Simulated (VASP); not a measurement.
# La2Fe2S2O3: magnetic orders

Aim: compare collinear orders of La2Fe2S2O3. The start is a computed cell from the Materials Project.

Calculated with VASP 6.6.1; PBE, DFT+U (Fe d 4.5 eV), spin-polarised, from parallel moments; plane waves and PAW (La, Fe, S, O), in the first sound run; inputs show where later runs differ.

## 1. Starting point

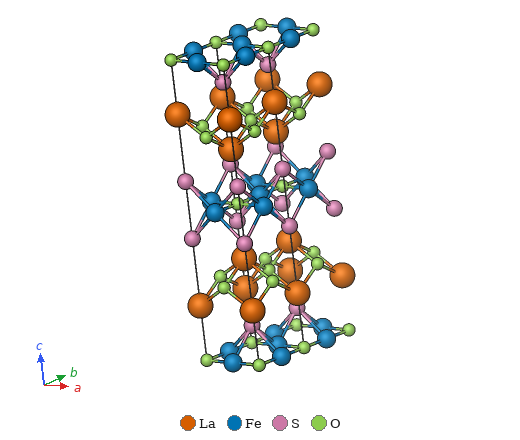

The starting structure, seen from a free direction (lanthanum orange, iron blue, sulfur pink, oxygen green). 1×2×1 cells are drawn. This picture shows the conventional cell, with its axes. Some periodic images of atoms are drawn too.

Coordinates:

```cif
data_structure
_symmetry_space_group_name_H-M 'I4/mmm'
_symmetry_Int_Tables_number 139
_cell_length_a 4.0478
_cell_length_b 4.0478
_cell_length_c 18.1844
_cell_angle_alpha 90.000
_cell_angle_beta 90.000
_cell_angle_gamma 90.000
_cell_volume 297.94
loop_
_atom_site_label
_atom_site_type_symbol
_atom_site_symmetry_multiplicity
_atom_site_Wyckoff_symbol
_atom_site_fract_x
_atom_site_fract_y
_atom_site_fract_z
_atom_site_occupancy
La1 La 4 e 0.00000 0.00000 0.18180 1
Fe1 Fe 4 c 0.00000 0.50000 0.00000 1
S1 S 4 e 0.00000 0.00000 0.40492 1
O1 O 4 d 0.00000 0.50000 0.25000 1
O2 O 2 a 0.00000 0.00000 0.00000 1
```

## 2. Magnetic order, 9 atoms, start order ferro

Each run starts from other signs of the moments at the same geometry and cutoff; gentle mixing helps it keep them. Any wave vector in a name is a fraction of the reciprocal vectors of the first cell as typed.

File INCAR:

```
SYSTEM = La2Fe2S2O3
PREC = Normal
ENCUT = 480
EDIFF = 1E-06
NELM = 150
ISMEAR = -1
SIGMA = 0.05
LREAL = .FALSE.
ALGO = Normal
GGA = PE
NBANDS = 43
ISPIN = 2
MAGMOM = 0 0 4 4 0 0 0 0 0
LDAU = .TRUE.
LDAUTYPE = 2
LDAUL = -1 2 -1 -1
LDAUU = 0 4.5 0 0
LDAUJ = 0 0 0 0
LDAUPRINT = 1
LASPH = .TRUE.
LMAXMIX = 6
AMIX = 0.2
BMIX = 1E-04
AMIX_MAG = 0.8
BMIX_MAG = 1E-04
LORBIT = 11
LWAVE = .FALSE.
LCHARG = .TRUE.
KPAR = 4
```

File POSCAR:

```
La2Fe2S2O3
1.0
   -2.0238770000      2.0238770000      9.0922220000
    2.0238770000     -2.0238770000      9.0922220000
    2.0238770000      2.0238770000     -9.0922220000
La Fe S O
2 2 2 3
Direct
    0.1818010000      0.1818010000      0.0000000000
    0.8181990000      0.8181990000      0.0000000000
    0.5000000000      0.0000000000      0.5000000000
    0.0000000000      0.5000000000      0.5000000000
    0.4049150000      0.4049150000      0.0000000000
    0.5950850000      0.5950850000      0.0000000000
    0.7500000000      0.2500000000      0.5000000000
    0.2500000000      0.7500000000      0.5000000000
    0.0000000000      0.0000000000      0.0000000000
```

File KPOINTS:

```
Automatic mesh
0
Gamma
8 8 8
0 0 0
```

PAW data sets: La, Fe, S and O (PBE family, release 64).

Started as:

```
> mpirun -np 4 vasp_std
```

What it wrote:

```text
[banner, memory and clock lines left out]
running    4 mpi-ranks, on    1 nodes
 distrk:  each k-point on    1 cores,    4 groups
 distr:  one band on    1 cores,    1 groups

 POSCAR found type information on POSCAR LaFeS O
 POSCAR found :  4 types and       9 ions
 LDA part: xc-table for (Slater+PW92), standard interpolation
 POSCAR, INCAR and KPOINTS ok, starting setup
 FFT: planning ... GRIDC
 FFT: planning ... GRID_SOFT
 FFT: planning ... GRID
 WAVECAR not read
 entering main loop
       N       E                     dE             d eps       ncg     rms          rms(c)
DAV:   1     0.752763062228E+03    0.75276E+03   -0.25380E+04 10260   0.212E+03
DAV:   2     0.169671976538E+03   -0.58309E+03   -0.55232E+03 11604   0.422E+02
DAV:   3    -0.324853207090E+02   -0.20216E+03   -0.19610E+03 15687   0.226E+02
DAV:   4    -0.713718356347E+02   -0.38887E+02   -0.37652E+02 18068   0.102E+02
DAV:   5    -0.764146690933E+02   -0.50428E+01   -0.48335E+01 18394   0.361E+01    0.313E+01
DAV:   6    -0.695398976654E+02    0.68748E+01   -0.29304E+02 17592   0.971E+01    0.568E+01
DAV:   7    -0.631177035523E+02    0.64222E+01   -0.76211E+01 16730   0.936E+01    0.204E+01
DAV:   8    -0.632782437931E+02   -0.16054E+00   -0.16235E+01 18616   0.268E+01    0.146E+01
DAV:   9    -0.636802274887E+02   -0.40198E+00   -0.13017E+01 18312   0.258E+01    0.119E+01
DAV:  10    -0.642849126660E+02   -0.60469E+00   -0.23838E+00 18248   0.978E+00    0.103E+01
DAV:  11    -0.643896407499E+02   -0.10473E+00   -0.18381E+00 17368   0.877E+00    0.514E+00
DAV:  12    -0.643895949427E+02    0.45807E-04   -0.25605E-01 14496   0.634E+00    0.317E+00
DAV:  13    -0.642900450026E+02    0.99550E-01   -0.43748E-01 16792   0.765E+00    0.136E+00
DAV:  14    -0.643195659524E+02   -0.29521E-01   -0.18839E-01 17176   0.295E+00    0.894E-01
DAV:  15    -0.643196606175E+02   -0.94665E-04   -0.42482E-02 17792   0.208E+00    0.612E-01
DAV:  16    -0.643301341315E+02   -0.10474E-01   -0.43204E-02 18048   0.135E+00    0.519E-01
DAV:  17    -0.643287945816E+02    0.13395E-02   -0.26466E-02 18099   0.133E+00    0.228E-01
DAV:  18    -0.643298531263E+02   -0.10585E-02   -0.24093E-03 16616   0.371E-01    0.136E-01
DAV:  19    -0.643300165809E+02   -0.16345E-03   -0.12172E-03 17130   0.241E-01    0.892E-02
DAV:  20    -0.643300909401E+02   -0.74359E-04   -0.57467E-04 17296   0.149E-01    0.671E-02
DAV:  21    -0.643300719149E+02    0.19025E-04   -0.42455E-04 17023   0.227E-01    0.388E-02
DAV:  22    -0.643300801330E+02   -0.82182E-05   -0.12388E-04 16928   0.781E-02    0.204E-02
DAV:  23    -0.643300790585E+02    0.10745E-05   -0.18398E-05 15662   0.472E-02    0.140E-02
DAV:  24    -0.643300788170E+02    0.24154E-06   -0.11507E-05 16728   0.195E-02    0.995E-03
DAV:  25    -0.643300799827E+02   -0.11657E-05   -0.11010E-05 14683   0.237E-02    0.631E-03
DAV:  26    -0.643300812518E+02   -0.12691E-05   -0.41988E-06 11472   0.157E-02    0.443E-03
DAV:  27    -0.643300817725E+02   -0.52069E-06   -0.15440E-06  8959   0.111E-02
   1 F= -.64330082E+02 E0= -.64330082E+02  d E =-.657055E-07  mag=     8.0001
```

Wall time 16 min (4 MPI ranks of Intel Xeon Platinum 8175M at 2.50GHz (Skylake/Cascade Lake), shared host); peak memory 3.8 GiB.

The logs omit lines about the potential files and the build; timing stands in the text.

OUTCAR, selected parts (step 2):

```text
ion  position               nearest neighbor table
   1  0.182  0.182  0.000-   7 2.37   8 2.37   7 2.37   8 2.37
   2  0.818  0.818  0.000-   7 2.37   8 2.37   7 2.37   8 2.37
   3  0.500  0.000  0.500-   9 2.02   9 2.02   5 2.66   6 2.66   5 2.66   6 2.66   4 2.86   4 2.86
                             4 2.86   4 2.86
   4  0.000  0.500  0.500-   9 2.02   9 2.02   6 2.66   5 2.66   5 2.66   6 2.66   3 2.86   3 2.86
                             3 2.86   3 2.86
   5  0.405  0.405  0.000-   4 2.66   3 2.66   3 2.66   4 2.66
   6  0.595  0.595  0.000-   3 2.66   4 2.66   3 2.66   4 2.66
   7  0.750  0.250  0.500-   1 2.37   2 2.37   2 2.37   1 2.37
   8  0.250  0.750  0.500-   1 2.37   2 2.37   2 2.37   1 2.37
   9  0.000  0.000  0.000-   3 2.02   4 2.02   4 2.02   3 2.02

  LATTYP: Found a body centered tetragonal cell.
 ALAT       =     4.0477540000
 C/A-ratio  =     4.4924775567

 Subroutine GETGRP returns: Found 16 space group operations
 (whereof 16 operations were pure point group operations)

The static configuration has the point symmetry D_4h.

 Found     59 irreducible k-points:

   k-points           NKPTS =     59   k-points in BZ     NKDIM =     59   number of bands    NBANDS=     43

   dimension x,y,z NGX =    54 NGY =   54 NGZ =   54
   dimension x,y,z NGXF=   108 NGYF=  108 NGZF=  108

   ENCUT  =  480.0 eV  35.28 Ry    5.94 a.u.  17.03 17.03 17.03*2*pi/ulx,y,z

   NELECT =      68.0000    total number of electrons

 k-points in reciprocal lattice and weights: Automatic mesh
   0.00000000  0.00000000  0.00000000       0.002
   0.12500000  0.00000000  0.00000000       0.016
   0.25000000  0.00000000  0.00000000       0.016
   0.37500000  0.00000000  0.00000000       0.016
   0.50000000  0.00000000  0.00000000       0.008
   0.12500000  0.12500000  0.00000000       0.016
   0.25000000  0.12500000  0.00000000       0.031
   0.37500000  0.12500000  0.00000000       0.031
   0.50000000  0.12500000  0.00000000       0.031
[...]
-0.37500000 -0.37500000  0.37500000       0.004
   0.50000000  0.50000000  0.50000000       0.002

atom =   3  type =  2  l = 2

 onsite density matrix

spin component  1

  0.9712  0.0000  0.0000 -0.0000  0.0000
  0.0000  0.9701  0.0000 -0.0000 -0.0000
  0.0000  0.0000  0.9635 -0.0000  0.0280
 -0.0000 -0.0000 -0.0000  0.9814 -0.0000
  0.0000 -0.0000  0.0280 -0.0000  1.0041

spin component  2

  0.0430  0.0000 -0.0000 -0.0000  0.0000
  0.0000  0.0374  0.0000  0.0000  0.0000
 -0.0000  0.0000  0.7370  0.0000 -0.3226
 -0.0000  0.0000  0.0000  0.0790  0.0000
  0.0000  0.0000 -0.3226  0.0000  0.3363

 occupancies and eigenvectors

  o =  0.0374  v =  0.0000  0.0000  0.0000  0.0000  0.0000  0.0000 -1.0000  0.0000  0.0000 -0.0000      0.0000  0.0000  0.0000  0.0000  0.0000  0.0000  0.0000  0.0000  0.0000  0.0000
  o =  0.0430  v =  0.0000  0.0000  0.0000  0.0000  0.0000  1.0000  0.0000  0.0000  0.0000  0.0000      0.0000  0.0000  0.0000  0.0000  0.0000  0.0000  0.0000  0.0000  0.0000  0.0000
  o =  0.0790  v =  0.0000  0.0000  0.0000  0.0000  0.0000  0.0000 -0.0000  0.0000 -1.0000  0.0000      0.0000  0.0000  0.0000  0.0000  0.0000  0.0000  0.0000  0.0000  0.0000  0.0000
  o =  0.1569  v =  0.0000  0.0000  0.0000  0.0000  0.0000  0.0000 -0.0000  0.4860  0.0000  0.8740      0.0000  0.0000  0.0000  0.0000  0.0000  0.0000  0.0000  0.0000  0.0000  0.0000
  o =  0.9163  v =  0.0000  0.0000  0.0000  0.0000  0.0000  0.0000  0.0000 -0.8740 -0.0000  0.4860      0.0000  0.0000  0.0000  0.0000  0.0000  0.0000  0.0000  0.0000  0.0000  0.0000
  o =  0.9492  v =  0.0000  0.0000  0.8906 -0.0000 -0.4548  0.0000  0.0000  0.0000  0.0000  0.0000      0.0000  0.0000  0.0000  0.0000  0.0000  0.0000  0.0000  0.0000  0.0000  0.0000
  o =  0.9701  v =  0.0000 -1.0000  0.0000 -0.0000  0.0000  0.0000  0.0000  0.0000  0.0000  0.0000      0.0000  0.0000  0.0000  0.0000  0.0000  0.0000  0.0000  0.0000  0.0000  0.0000
  o =  0.9712  v =  1.0000  0.0000  0.0000  0.0000  0.0000  0.0000  0.0000  0.0000  0.0000  0.0000      0.0000  0.0000  0.0000  0.0000  0.0000  0.0000  0.0000  0.0000  0.0000  0.0000
  o =  0.9814  v =  0.0000  0.0000 -0.0000 -1.0000 -0.0000  0.0000  0.0000  0.0000  0.0000  0.0000      0.0000  0.0000  0.0000  0.0000  0.0000  0.0000  0.0000  0.0000  0.0000  0.0000
  o =  1.0185  v =  0.0000  0.0000  0.4548 -0.0000  0.8906  0.0000  0.0000  0.0000  0.0000  0.0000      0.0000  0.0000  0.0000  0.0000  0.0000  0.0000  0.0000  0.0000  0.0000  0.0000

atom =   4  type =  2  l = 2

 onsite density matrix

spin component  1

  0.9712 -0.0000  0.0000  0.0000 -0.0000
 -0.0000  0.9814 -0.0000 -0.0000  0.0000
  0.0000 -0.0000  0.9635 -0.0000 -0.0280
  0.0000 -0.0000 -0.0000  0.9701  0.0000
 -0.0000  0.0000 -0.0280  0.0000  1.0041

spin component  2

  0.0430 -0.0000  0.0000 -0.0000  0.0000
 -0.0000  0.0790 -0.0000  0.0000 -0.0000
  0.0000 -0.0000  0.7370  0.0000  0.3226
 -0.0000  0.0000  0.0000  0.0374 -0.0000
  0.0000 -0.0000  0.3226 -0.0000  0.3363

 occupancies and eigenvectors

  o =  0.0374  v =  0.0000  0.0000  0.0000  0.0000  0.0000  0.0000 -0.0000 -0.0000  1.0000  0.0000      0.0000  0.0000  0.0000  0.0000  0.0000  0.0000  0.0000  0.0000  0.0000  0.0000
  o =  0.0430  v =  0.0000  0.0000  0.0000  0.0000  0.0000  1.0000  0.0000  0.0000  0.0000  0.0000      0.0000  0.0000  0.0000  0.0000  0.0000  0.0000  0.0000  0.0000  0.0000  0.0000
  o =  0.0790  v =  0.0000  0.0000  0.0000  0.0000  0.0000  0.0000  1.0000 -0.0000  0.0000  0.0000      0.0000  0.0000  0.0000  0.0000  0.0000  0.0000  0.0000  0.0000  0.0000  0.0000
  o =  0.1569  v =  0.0000  0.0000  0.0000  0.0000  0.0000  0.0000  0.0000  0.4860  0.0000 -0.8740      0.0000  0.0000  0.0000  0.0000  0.0000  0.0000  0.0000  0.0000  0.0000  0.0000
  o =  0.9163  v =  0.0000  0.0000  0.0000  0.0000  0.0000  0.0000 -0.0000 -0.8740 -0.0000 -0.4860      0.0000  0.0000  0.0000  0.0000  0.0000  0.0000  0.0000  0.0000  0.0000  0.0000
  o =  0.9492  v =  0.0000  0.0000  0.8906 -0.0000  0.4548  0.0000  0.0000  0.0000  0.0000  0.0000      0.0000  0.0000  0.0000  0.0000  0.0000  0.0000  0.0000  0.0000  0.0000  0.0000
  o =  0.9701  v =  0.0000  0.0000 -0.0000 -1.0000 -0.0000  0.0000  0.0000  0.0000  0.0000  0.0000      0.0000  0.0000  0.0000  0.0000  0.0000  0.0000  0.0000  0.0000  0.0000  0.0000
  o =  0.9712  v =  1.0000  0.0000  0.0000  0.0000  0.0000  0.0000  0.0000  0.0000  0.0000  0.0000      0.0000  0.0000  0.0000  0.0000  0.0000  0.0000  0.0000  0.0000  0.0000  0.0000
  o =  0.9814  v =  0.0000  1.0000 -0.0000  0.0000 -0.0000  0.0000  0.0000  0.0000  0.0000  0.0000      0.0000  0.0000  0.0000  0.0000  0.0000  0.0000  0.0000  0.0000  0.0000  0.0000
  o =  1.0185  v =  0.0000  0.0000 -0.4548 -0.0000  0.8906  0.0000  0.0000  0.0000  0.0000  0.0000      0.0000  0.0000  0.0000  0.0000  0.0000  0.0000  0.0000  0.0000  0.0000  0.0000

 average (electrostatic) potential at core
       1 -96.2499       2 -96.2499       3 -43.4706       4 -43.4706       5 -84.3200
       6 -84.3200       7 -67.9744       8 -67.9744       9 -69.1472

 E-fermi :   6.5626

 spin component 1
 k-point     1 :       0.0000    0.0000    0.0000
  band No.  band energies     occupation
    ...
     34       5.0539      1.00000
     35       5.0539      1.00000
     36       5.4741      1.00000
     37       5.5070      1.00000
     38       5.5070      1.00000
     39       8.6749      0.00000
     40       9.0786      0.00000
     41       9.3194      0.00000
     42       9.8147      0.00000
     43      10.0058      0.00000

 k-point     2 :       0.1250    0.0000    0.0000
  band No.  band energies     occupation
    ...
     34       4.7107      1.00000
     35       4.9831      1.00000
     36       5.1177      1.00000
     37       5.4718      1.00000
     38       5.5804      1.00000
     39       8.9343      0.00000
     40       9.2272      0.00000
     41       9.7124      0.00000
     42       9.8486      0.00000
     43       9.9522      0.00000

 k-point     3 :       0.2500    0.0000    0.0000
  band No.  band energies     occupation
    ...
     34       4.6542      1.00000
     35       4.7971      1.00000
     36       5.0534      1.00000
     37       5.4064      1.00000
     38       5.5372      1.00000
     39       9.3271      0.00000
     40       9.4220      0.00000
     41       9.7946      0.00000
     42       9.8706      0.00000
     43       9.9191      0.00000

 k-point     4 :       0.3750    0.0000    0.0000
  band No.  band energies     occupation
    ...
     34       4.5294      1.00000
     35       4.5862      1.00000
     36       5.3557      1.00000
     37       5.3593      1.00000
     38       5.4421      1.00000
     39       9.2896      0.00000
     40       9.4993      0.00000
     41       9.6641      0.00000
     42       9.8493      0.00000
     43       9.9480      0.00000

 k-point     5 :       0.5000    0.0000    0.0000
  band No.  band energies     occupation
    ...
     34       4.4876      1.00000
     35       4.6188      1.00000
     36       5.3435      1.00000
     37       5.3644      1.00000
     38       5.3882      1.00000
     39       9.2293      0.00000
     40       9.4545      0.00000
     41       9.6445      0.00000
     42       9.8556      0.00000
     43       9.9935      0.00000

 k-point     6 :       0.1250    0.1250    0.0000
  band No.  band energies     occupation
    ...
     34       4.5773      1.00000
     35       4.9693      1.00000
     36       5.0795      1.00000
     37       5.2072      1.00000
     38       5.6567      1.00000
     39       9.1530      0.00000
     40       9.4545      0.00000
     41       9.7143      0.00000
     42       9.9225      0.00000
     43       9.9490      0.00000

  Total        1.6322889      1.6322889      0.0301077      0.0000000     -0.0000000      0.0000000
  in kB       17.5553444     17.5553444      0.3238102      0.0000000     -0.0000000      0.0000000
  external PRESSURE =      11.8114996 kB  Pullay stress =       0.0000000 kB

  energy-cutoff  :      480.00
  volume of cell :      148.97
      direct lattice vectors                 reciprocal lattice vectors
    -2.023877000  2.023877000  9.092222000     0.000000000  0.247050587  0.054992058
     2.023877000 -2.023877000  9.092222000     0.247050587  0.000000000  0.054992058
     2.023877000  2.023877000 -9.092222000     0.247050587  0.247050587  0.000000000

 POSITION                                       TOTAL-FORCE (eV/Angst)
 -----------------------------------------------------------------------------------
      0.00000      0.00000      3.30595        -0.000000     -0.000000      0.050170
      0.00000      0.00000     14.87849         0.000000      0.000000     -0.050170
      0.00000      2.02388      0.00000         0.000000      0.000000      0.000000
      2.02388      0.00000      0.00000         0.000000      0.000000      0.000000
      0.00000      0.00000      7.36315        -0.000000     -0.000000      0.137214
      0.00000      0.00000     10.82129        -0.000000     -0.000000     -0.137214
      0.00000      2.02388      4.54611         0.000000      0.000000      0.000000
      2.02388      0.00000      4.54611         0.000000      0.000000      0.000000
      0.00000      0.00000      0.00000         0.000000      0.000000      0.000000
 -----------------------------------------------------------------------------------
    total drift:                                0.000000     -0.000000      0.000000

  FREE ENERGIE OF THE ION-ELECTRON SYSTEM (eV)
  ---------------------------------------------------
  free  energy   TOTEN  =       -64.3300817725 eV

  energy  without entropy=      -64.3300817068  energy(sigma->0) =      -64.33008174

 total charge
# of ion       s       p       d       f       tot
--------------------------------------------------
    1        2.017   5.680   0.637   0.236   8.570
    2        2.017   5.680   0.637   0.236   8.570
    3        0.313   0.367   6.101   0.000   6.780
    4        0.313   0.367   6.101   0.000   6.780
    5        1.323   2.418   0.000   0.000   3.741
    6        1.323   2.418   0.000   0.000   3.741
    7        1.574   3.468   0.000   0.000   5.042
    8        1.574   3.468   0.000   0.000   5.042
    9        1.561   3.487   0.000   0.000   5.048
--------------------------------------------------
tot         12.015  27.352  13.475   0.473  53.315

 magnetization (x)
# of ion       s       p       d       f       tot
--------------------------------------------------
    1        0.001   0.002   0.007   0.004   0.014
    2        0.001   0.002   0.007   0.004   0.014
    3        0.028   0.020   3.652   0.000   3.700
    4        0.028   0.020   3.652   0.000   3.700
    5        0.012   0.080   0.000   0.000   0.092
    6        0.012   0.080   0.000   0.000   0.092
    7        0.000   0.005   0.000   0.000   0.005
    8        0.000   0.005   0.000   0.000   0.005
    9        0.015   0.149   0.000   0.000   0.164
--------------------------------------------------
tot          0.096   0.363   7.319   0.008   7.787

[... 6 further parts left out ...]
```

The magnetic state follows from one typed start and may not be the lowest. The gap is read on the k-mesh alone, so it is an upper bound where the band edges lie off the mesh.

This step gave:

| Item | Value |
| --- | --- |
| electronic cycles | 27 |
| electrons | 68 |
| free energy (TOTEN) | -64.3301 eV |
| Fermi energy | 6.563 eV |
| moment of the cell, from the last line of the log | 8 μB |
| metallic | no |
| gap on the k-mesh | 1.356 eV |
| least direct gap on the k-mesh | 1.471 eV |

Spin moment in the PAW sphere by atom:

| atom | spin moment in the PAW sphere (μB) |
| --- | --- |
| La1 | 0.01 |
| La2 | 0.01 |
| Fe3 | 3.70 |
| Fe4 | 3.70 |
| S5 | 0.09 |
| S6 | 0.09 |
| O7 | 0.01 |
| O8 | 0.01 |
| O9 | 0.16 |

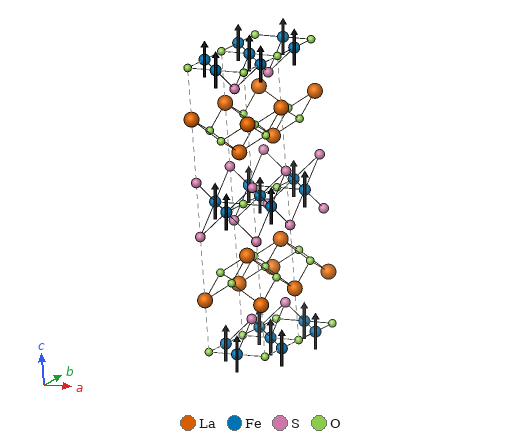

Spin moment in the PAW sphere as arrows, the longest 3.7 μB. Up and down stand for the sign. Arrows give size and sign along the axis of quantisation, drawn up and down the page. 1×2×1 conventional cells are drawn. Some periodic images of atoms are drawn too.

Force by atom:

```csv
atom,x (eV/Å),y (eV/Å),z (eV/Å),size
La1,0.000,0.000,0.050,0.050
La2,0.000,0.000,-0.050,0.050
Fe3,0.000,0.000,0.000,0.000
Fe4,0.000,0.000,0.000,0.000
S5,0.000,0.000,0.137,0.137
S6,0.000,0.000,-0.137,0.137
O7,0.000,0.000,0.000,0.000
O8,0.000,0.000,0.000,0.000
O9,0.000,0.000,0.000,0.000
```

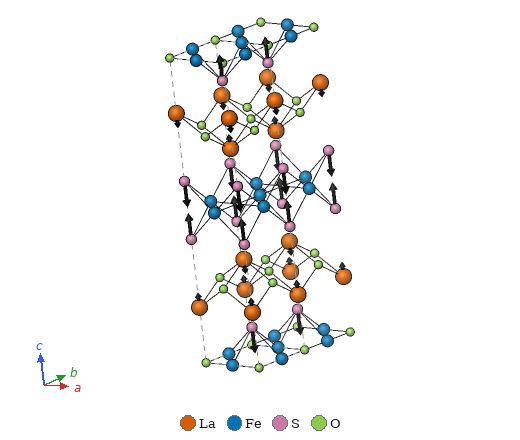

Force as arrows, the longest 0.137 eV/Å. 1×2×1 conventional cells are drawn. Some periodic images of atoms are drawn too.

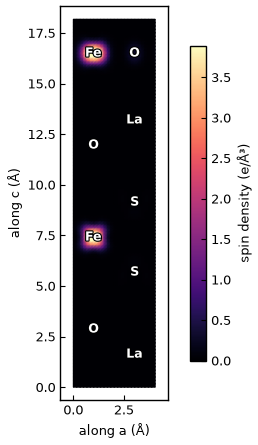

Spin density in the ac plane of the conventional cell at fractional y = 0.000, with atoms of La and Fe and S and O within 0.2 Å of it. The map starts off the cell's origin, so that atoms lie inside it.

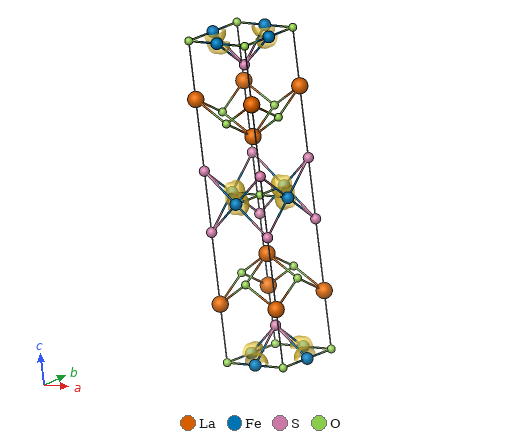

Surface of spin density = 0.65 e/Å³, which holds about 70 % of the integral of its size.

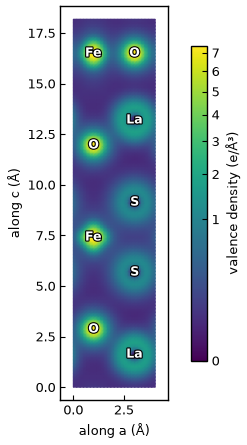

Valence density in the ac plane of the conventional cell at fractional y = 0.000, with atoms of La and Fe and S and O within 0.2 Å of it. It is the smooth field of the valence electrons, not physical close to the nuclei. The map starts off the cell's origin, so that atoms lie inside it. The colour scale is stretched toward low values.

The largest moment at the end is 3.70 μB, and the moments of the cell sum to 8.00 μB.

[end of part 1 of 3]

[Lines on the potential files, build, host, timing and source positions are cut from VASP's logs without a mark.]

[Logs are printed without paths, hosts, clocks, repeated set-up lines and the standing remarks that a program may print on its own settings, such as how far it seeks lower states.]

[Hosts, paths, dates, database ids (printed as entryN), source tags and the programs' standing remarks are cut or masked in the printed files.]

[Runs that stopped without an error message from VASP are left out.]

[In band tables of VASP the shares of atoms and orbitals are scaled to a sum of 1 inside the atoms' spheres.]
